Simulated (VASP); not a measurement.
Band structure of RbBr (rock salt). These are r2SCAN+rVV10, VASP's PBE PAW potentials (set 64) (plane waves; VASP 6.6.1) values and carry that method's errors.

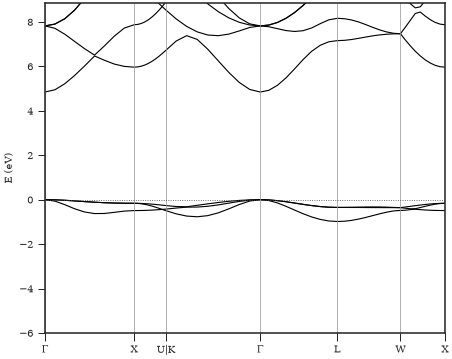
Fig. 1. Bands along high-symmetry lines, zero at the valence-band maximum or, without a gap, the Fermi level

Question: Read the plot: is there a gap, and where are the band edges?

Answer: The gap is direct, 4.85 eV, from the valence maximum at Γ to the conduction minimum at Γ.

Measured: gap 7.20 eV (computed value off by -2.35 eV), as given by Aguado et al., (1998), arXiv:cond-mat/9809176.

The compound is RbBr in the rock salt structure. It was relaxed first.
